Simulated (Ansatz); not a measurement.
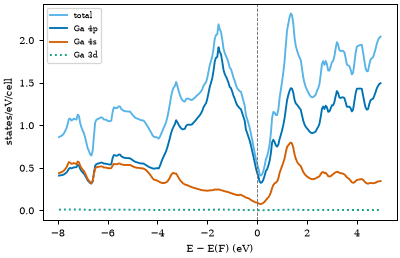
Fig. 1. Total and projected density of states of Ga (α-Ga, space group No. 64), r²SCAN (plane waves, PAW; program Ansatz)

**Question.** Which orbitals carry the states next to the Fermi level?

**Answer.** Within 0.5 eV of the Fermi level: Ga 4p 82 %, Ga 4s 16 %. Projections are on Löwdin-orthogonalised atomic valence shells; empty p or d shells of many metals are not among them.

**Question.** Where is the tallest occupied peak in this window, and what makes it?

**Answer.** Near -1.5 eV, about 2.2 states/eV per cell; the largest projected share is Ga 4p.

Space group Cmce (α-Ga). The cell was relaxed with r²SCAN under the symmetry of its start. Spin–orbit coupling is left out wherever it is not named.

Potentials: the earlier of the program's two PAW sets.
